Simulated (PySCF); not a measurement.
SMILES Cl[CH]Cl (CHCl2), doublet at its PBE0/def2-SVP optimised geometry (Å):

```
4

Cl     1.2710    -0.3076     0.0000
C     -0.4302    -0.3076     0.0000
Cl    -1.2710     1.1713     0.0000
H     -0.9327    -1.1713    -0.4393
```

Computed with PySCF with unrestricted PBE0/def2-TZVP. Cells within 0.4 Å of a nucleus heavier than hydrogen are left out (blank, or x).

Map of the deformation density (molecule minus spherical neutral atoms) (e/bohr³) on the plane z = 0.0 Å:

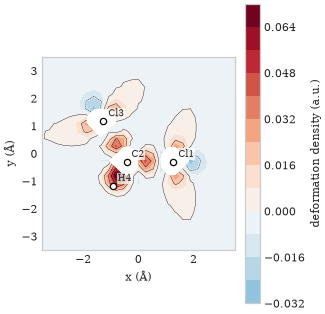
Fig. 1. Deformation density (molecule minus spherical neutral atoms) (e/bohr³) on the plane z = 0.0 Å.
